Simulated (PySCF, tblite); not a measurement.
# C₇H₅BrO₄S: excited states

Wanted: excited states for C₇H₅BrO₄S (`CS(=O)(=O)C1=CC(=O)C(Br)=CC1=O`).

Programs: tblite 0.8.0 and PySCF 2.14.0, with routines of our own; each step states its level. All values are computed. Atoms count from 0.

### Step 1. The starting structure

18 atoms, charge 0, multiplicity 1; geometry from: force field or distance geometry start.

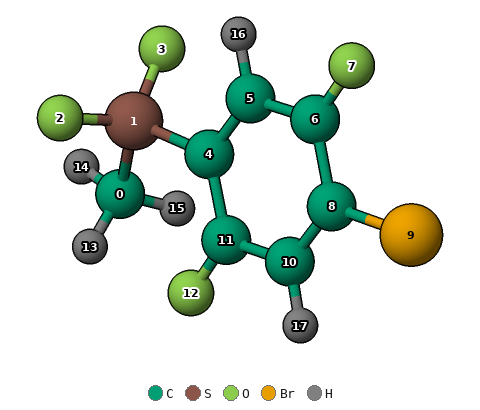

The starting geometry (carbon teal, sulfur brown, oxygen green, bromine amber, hydrogen grey).

### Step 2. Optimising the geometry with GFN2-xTB

What the job is given:

```
{"job": {"kind": "relax", "xc": "GFN2-xTB", "basis": "xTB"}, "charge": 0, "multiplicity": 1}
C     -2.663000    -0.742900    -0.511700
S     -1.828900     0.365700     0.575500
O     -2.033200    -0.114800     1.943700
O     -2.260900     1.707400     0.211600
C     -0.134300     0.243800     0.249100
C      0.619000     1.307600     0.544300
C      2.086000     1.316900     0.342700
O      2.732400     2.326200     0.619400
C      2.708500     0.063400    -0.179000
Br     4.549700     0.027300    -0.420500
C      1.937700    -0.994700    -0.469500
C      0.472300    -0.984000    -0.284700
O     -0.173400    -1.972900    -0.580000
H     -2.516800    -1.773400    -0.197500
H     -3.742200    -0.502300    -0.447100
H     -2.331100    -0.571400    -1.521000
H      0.212000     2.227000     0.965900
H      2.357400    -1.922600    -0.852900
```

The run is started by

```
> OMP_NUM_THREADS=1 python excited_run.py task.json out
```

The driver reads the jobs from task.json and runs them one after another.

The program printed:

```text
step      E/eV     max force
  0   -1116.28900    2.848
  1   -1116.42862    2.014
  2   -1116.47411    0.846
  3   -1116.49440    0.459
  4   -1116.51186    0.348
  5   -1116.52647    0.292
  6   -1116.53145    0.180
  7   -1116.53510    0.145
  8   -1116.53869    0.184
  9   -1116.54088    0.139
 10   -1116.54203    0.084
 11   -1116.54275    0.070
 12   -1116.54368    0.077
 13   -1116.54456    0.114
 14   -1116.54532    0.073
 15   -1116.54597    0.060
 16   -1116.54666    0.060
 17   -1116.54742    0.072
 18   -1116.54821    0.073
 19   -1116.54900    0.063
 20   -1116.54981    0.067
 21   -1116.55064    0.075
 22   -1116.55150    0.077
 23   -1116.55237    0.082
 24   -1116.55323    0.074
 25   -1116.55398    0.084
 26   -1116.55456    0.069
 27   -1116.55499    0.048
 28   -1116.55536    0.047
 29   -1116.55570    0.054
 30   -1116.55600    0.048
 31   -1116.55623    0.038
 32   -1116.55645    0.039
 33   -1116.55672    0.050
 34   -1116.55710    0.067
 35   -1116.55765    0.068
 36   -1116.55834    0.063
 37   -1116.55906    0.067
 38   -1116.55971    0.063
 39   -1116.56040    0.069
 40   -1116.56126    0.084
 41   -1116.56231    0.081
 42   -1116.56341    0.072
 43   -1116.56434    0.071
 44   -1116.56500    0.067
 45   -1116.56557    0.056
 46   -1116.56619    0.061
 47   -1116.56687    0.066
 48   -1116.56752    0.059
 49   -1116.56812    0.061
 50   -1116.56880    0.081
 51   -1116.56959    0.094
 52   -1116.57076    0.099
 53   -1116.57212    0.093
 54   -1116.57310    0.086
 55   -1116.57369    0.089
 56   -1116.57489    0.087
 57   -1116.57599    0.068
 58   -1116.57685    0.138
 59   -1116.57740    0.078
 60   -1116.57804    0.070
 61   -1116.57935    0.082
 62   -1116.58035    0.079
 63   -1116.58169    0.077
 64   -1116.58252    0.077
 65   -1116.58316    0.060
 66   -1116.58373    0.054
 67   -1116.58417    0.038
 68   -1116.58453    0.036
 69   -1116.58483    0.108
 70   -1116.58514    0.050
 71   -1116.58542    0.036
 72   -1116.58559    0.050
 73   -1116.58573    0.040
 74   -1116.58592    0.038
 75   -1116.58614    0.046
 76   -1116.58638    0.041
 77   -1116.58659    0.029
 78   -1116.58676    0.041
 79   -1116.58691    0.029
 80   -1116.58706    0.035
 81   -1116.58718    0.025
 82   -1116.58726    0.023
 83   -1116.58732    0.018
 84   -1116.58737    0.017
 85   -1116.58741    0.015
 86   -1116.58744    0.014
 87   -1116.58746    0.010
 88   -1116.58748    0.008
```

Run time: 1.8 s. Hardware: 1 thread of Arm Neoverse N1, shared host; peak memory 0.18 GiB.

Step by step: (not every step is listed)

| step | energy from step 0 (eV) | largest force (eV/Å) |
| --- | --- | --- |
| 0 | 0.0000 | 2.8481 |
| 1 | -0.1396 | 2.0143 |
| 2 | -0.1851 | 0.8457 |
| 3 | -0.2054 | 0.4592 |
| 4 | -0.2229 | 0.3482 |
| 5 | -0.2375 | 0.2919 |
| 6 | -0.2424 | 0.1803 |
| 7 | -0.2461 | 0.1449 |
| 8 | -0.2497 | 0.1837 |
| 15 | -0.2570 | 0.0598 |
| 22 | -0.2625 | 0.0766 |
| 29 | -0.2667 | 0.0541 |
| 36 | -0.2693 | 0.0633 |
| 43 | -0.2753 | 0.0708 |
| 50 | -0.2798 | 0.0810 |
| 57 | -0.2870 | 0.0675 |
| 64 | -0.2935 | 0.0767 |
| 71 | -0.2964 | 0.0357 |
| 78 | -0.2978 | 0.0406 |
| 83 | -0.2983 | 0.0181 |
| 84 | -0.2984 | 0.0174 |
| 85 | -0.2984 | 0.0154 |
| 86 | -0.2984 | 0.0137 |
| 87 | -0.2985 | 0.0101 |
| 88 | -0.2985 | 0.0083 |

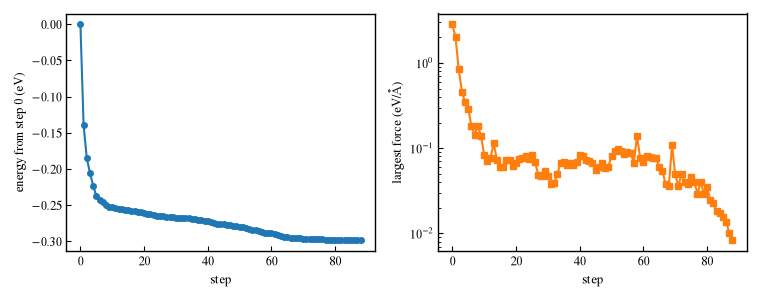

Energy and largest force along the relaxation.

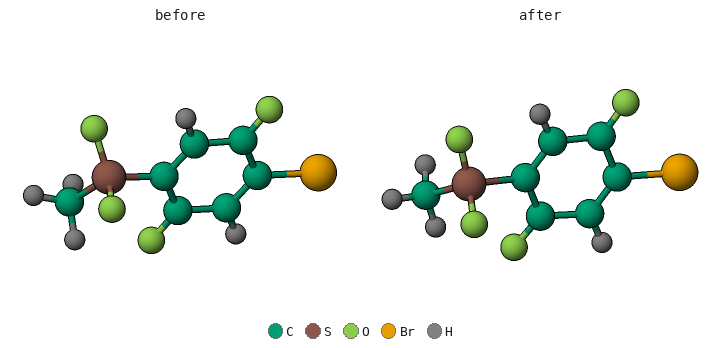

Before and after, at one scale.

Close pairs (by a distance rule), those that changed most:

| bond | before (Å) | after (Å) | change (Å) |
| --- | --- | --- | --- |
| S1–C4 | 1.730 | 1.824 | +0.094 |
| C0–S1 | 1.763 | 1.805 | +0.042 |
| S1–O2 | 1.464 | 1.432 | -0.032 |
| C6–O7 | 1.230 | 1.205 | -0.025 |
| C0–H14 | 1.108 | 1.083 | -0.024 |
| S1–O3 | 1.456 | 1.435 | -0.021 |
| C8–Br9 | 1.857 | 1.878 | +0.020 |
| C5–H16 | 1.090 | 1.082 | -0.008 |

The next job starts from the end point, and lists it.

### Step 3. Infrared spectrum with GFN2-xTB

What the job is given:

```
{"job": {"kind": "ir", "xc": "GFN2-xTB", "basis": "xTB"}, "charge": 0, "multiplicity": 1}
C     -2.747200    -0.568412    -0.649836
S     -1.848932     0.220142     0.702134
O     -1.925271    -0.578053     1.889064
O     -2.237724     1.598502     0.784389
C     -0.089001     0.211490     0.224231
C      0.613803     1.334538     0.355552
C      2.076461     1.383299     0.142651
O      2.726899     2.396695     0.182076
C      2.691762     0.053419    -0.124062
Br     4.560246     0.092623    -0.305683
C      1.983076    -1.077547    -0.243775
C      0.517764    -1.085147    -0.130395
O     -0.144149    -2.080489    -0.334637
H     -2.370246    -1.576211    -0.765331
H     -3.795018    -0.576003    -0.374338
H     -2.591933     0.029180    -1.538525
H      0.118435     2.257123     0.627233
H      2.452268    -2.028832    -0.452404
```

The program printed:

```text
mode    cm-1     km/mol
  1      30.4      1.30
  2      44.6      4.00
  3      93.2      9.39
  4     111.8      5.26
  5     127.3      5.34
  6     139.0      1.63
  7     168.2      1.53
  8     183.5      1.00
  9     190.1      3.21
 10     239.2      1.56
 11     289.0      6.13
 12     303.4      5.81
 13     335.1      1.00
 14     380.9      7.16
 15     432.3     91.60
 16     451.0     43.82
 17     457.7    106.84
 18     518.7     38.94
 19     566.7     18.15
 20     635.0      3.86
 21     654.6      3.85
 22     714.0    143.08
 23     732.8     10.69
 24     806.8      5.30
 25     839.1     30.21
 26     852.2     85.27
 27     871.0      9.63
 28     888.9     70.89
 29     894.0     37.26
 30     967.6      4.10
 31    1120.2    228.01
 32    1128.3    141.34
 33    1144.6    174.71
 34    1242.1     34.79
 35    1254.6    110.56
 36    1265.9    224.53
 37    1267.3    210.10
 38    1408.2     15.59
 39    1417.5     18.18
 40    1592.5    196.96
 41    1649.3     10.51
 42    1688.6    232.85
 43    1720.4    296.01
 44    3061.3      2.30
 45    3073.7      3.68
 46    3079.3      1.13
 47    3084.3      8.70
 48    3091.5      2.14
```

It took 1.9 s on 1 thread of Arm Neoverse N1, shared host; peak memory 0.18 GiB.

Which atoms move in the most intense modes:

```
cm⁻¹  km/mol                                 atoms
 714   143.1                      C0 34 %, S1 32 %
1120   228.0    O3 24 %, O2 22 %, C6 18 %, S1 16 %
1145   174.7  C11 30 %, C6 16 %, C5 15 %, C10 15 %
1266   224.5   S1 25 %, O3 18 %, H15 13 %, O2 13 %
1267   210.1  S1 19 %, H13 19 %, O2 15 %, H14 14 %
1592   197.0                     C10 46 %, C8 45 %
1689   232.8                    C11 54 %, O12 37 %
1720   296.0                      C6 56 %, O7 38 %
```

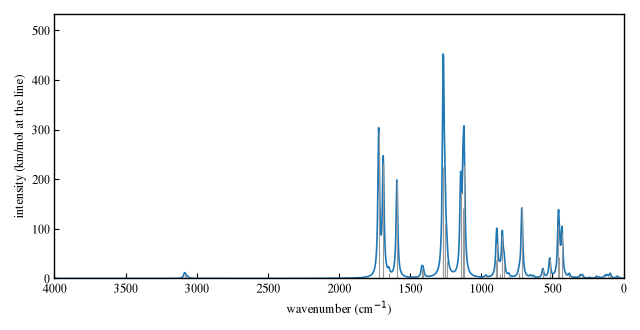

The infrared spectrum from these modes, unscaled. Lines are broadened to a width of 14 cm⁻¹ (Lorentzian).

### Step 4. Excited states: TDA LC-wPBE/def2-SVP

Settings changed since step 3:

```diff
@@ -1,2 +1,2 @@
-{"job": {"kind": "ir", "xc": "GFN2-xTB", "basis": "xTB"}, "charge": 0, "multiplicity": 1}
+{"job": {"kind": "states", "xc": "LC-wPBE", "basis": "def2-SVP", "tda": true, "soc": true, "nstates": 6, "ntriplets": 6, "nquad": 4}, "charge": 0, "multiplicity": 1}
 C     -2.747200    -0.568412    -0.649836
```

Method: TDA LC-wPBE/def2-SVP excited states, vertical, gas phase, spin-orbit mean-field couplings.

The program printed:

```text
coarse grid: 82992 points
cycle   1  E = -3540.5045153635  dE =  2.921e+00  |g| = 1.750e+00  |ddm| = 5.546e+00
cycle   2  E = -3539.7447586895  dE =  7.598e-01  |g| = 2.754e+00  |ddm| = 5.276e+00
cycle   3  E = -3541.1603297624  dE = -1.416e+00  |g| = 1.500e-01  |ddm| = 3.426e+00
cycle   4  E = -3541.1639135215  dE = -3.584e-03  |g| = 1.169e-01  |ddm| = 2.458e-01
cycle   5  E = -3541.1665905625  dE = -2.677e-03  |g| = 2.308e-02  |ddm| = 1.647e-01
cycle   6  E = -3541.1667745577  dE = -1.840e-04  |g| = 1.065e-02  |ddm| = 4.828e-02
cycle   7  E = -3541.1668194343  dE = -4.488e-05  |g| = 3.830e-03  |ddm| = 2.843e-02
cycle   8  E = -3541.1668278181  dE = -8.384e-06  |g| = 1.698e-03  |ddm| = 1.157e-02
final grid: 174968 points
cycle   9  E = -3541.1668534191  dE = -1.201e-06  |g| = 1.711e-03  |ddm| = 5.524e-03
cycle  10  E = -3541.1668535783  dE = -1.592e-07  |g| = 2.091e-03  |ddm| = 3.848e-03
cycle  11  E = -3541.1668545035  dE = -9.252e-07  |g| = 2.838e-04  |ddm| = 2.228e-03
cycle  12  E = -3541.1668545794  dE = -7.586e-08  |g| = 2.255e-04  |ddm| = 7.010e-04
cycle  13  E = -3541.1668546290  dE = -4.964e-08  |g| = 6.384e-05  |ddm| = 9.624e-04
cycle  14  E = -3541.1668546311  dE = -2.075e-09  |g| = 1.729e-05  |ddm| = 1.552e-04
cycle  15  E = -3541.1668546314  dE = -3.092e-10  |g| = 1.288e-05  |ddm| = 5.309e-05
converged SCF energy = -3541.1668546314

Singlet excitations
state   eV       nm        f     d(h-e)  d(exc)  Lambda  PR(NTO)  |dmu|/D   mu/D   main configurations
  1   3.0274   409.5   0.00005   0.187   2.901   0.541   1.161    0.375    3.470   H-1->L 0.58, H-5->L 0.16, H->L 0.15
  2   3.4424   360.2   0.00003   0.310   2.751   0.481   1.246    0.674    4.001   H-4->L 0.59, H-5->L 0.14
  3   4.1954   295.5   0.03414   1.108   3.277   0.563   1.040    3.661    6.030   H->L 0.71, H-1->L 0.14
  4   4.9349   251.2   0.00762   1.265   3.569   0.373   1.161    3.843    5.924   H-3->L 0.49, H-2->L 0.20, H-4->L 0.15
  5   4.9945   248.2   0.00562   0.959   3.573   0.481   1.201                     H-5->L 0.48, H-1->L 0.16, H-4->L 0.11
  6   5.4506   227.5   0.12698   2.100   3.862   0.389   1.073                     H-2->L 0.61, H-3->L 0.25

Triplet excitations (Tamm-Dancoff)
state   eV     d(h-e)  d(exc)  Lambda  PR(NTO)   main configurations
  1   2.4571   0.351   2.779   0.533   1.201   H-1->L 0.49, H-5->L 0.20, H->L 0.15
  2   2.6970   0.640   2.777   0.579   1.054   H->L 0.50, H-1->L 0.16, H-9->L 0.11
  3   2.8326   0.469   2.670   0.484   1.287   H-4->L 0.57, H-5->L 0.10
  4   3.0586   0.370   2.594   0.493   1.068   H-6->L 0.29, H-7->L 0.22, H-2->L 0.15
  5   4.7276   1.939   3.446   0.443   1.160   H-3->L 0.22, H-5->L 0.17, H-1->L 0.15
  6   4.8543   2.276   3.526   0.420   1.036   H-3->L 0.25, H-4->L 0.24, H-5->L 0.23
S1 - T1 = 0.5703 eV

Spin-orbit couplings |<S|Hso|T>| (cm-1)
             T1       T2       T3       T4       T5       T6
S0       56.112    3.131   16.793    3.954   58.895  249.976
S1        4.177   91.891   12.175   23.220   22.363  196.247
S2        4.102   34.065    3.754   21.148    4.973   34.304
S3      121.049   13.075   36.171    8.922   98.544  654.216
S4      148.238  420.701   68.085   91.837   21.304   94.132
S5      102.666  255.080   42.582   52.083   30.489   69.659
S6       65.633   25.998   25.889    6.412   56.228  350.385
T1 sublevels (cm-1): 0.000 0.090 2.403   radiative rates (1/s): 9.21 89.7 1.13e+03
```

Wall time 3 min (1 thread of Arm Neoverse N1, shared host); peak memory 1.2 GiB.

In short:

```
  quantity    value
S1 less T1  0.57 eV
```

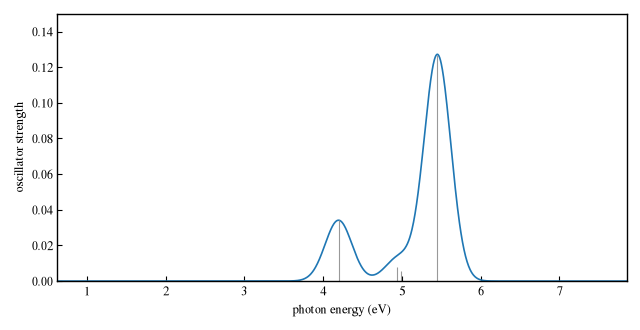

Absorption lines of the singlets. Lines are broadened to a width of 0.40 eV (Gaussian).

### Step 5. Results

```
                                 quantity                  value
strongest single infrared mode (GFN2-xTB)  1720 cm⁻¹, 296 km/mol
             zero-point energy (GFN2-xTB)          67.5 kcal/mol
S1 less T1 (step 4, TDA LC-wPBE/def2-SVP)                0.57 eV
```

What this shows: No mode is imaginary among the 48: a minimum at this level. The strongest single mode, at 1720 cm⁻¹, moves mainly C6 and O7. GFN2-xTB is a fitted tight-binding method: band positions and strengths are rough. Its intensities can rank the bands wrongly. Scalar relativity is left out for the heavy atoms. In step 4, the number of triplets below S1 is 3, and the largest singlet-triplet spin-orbit coupling is S3–T6, 654.22 cm⁻¹.
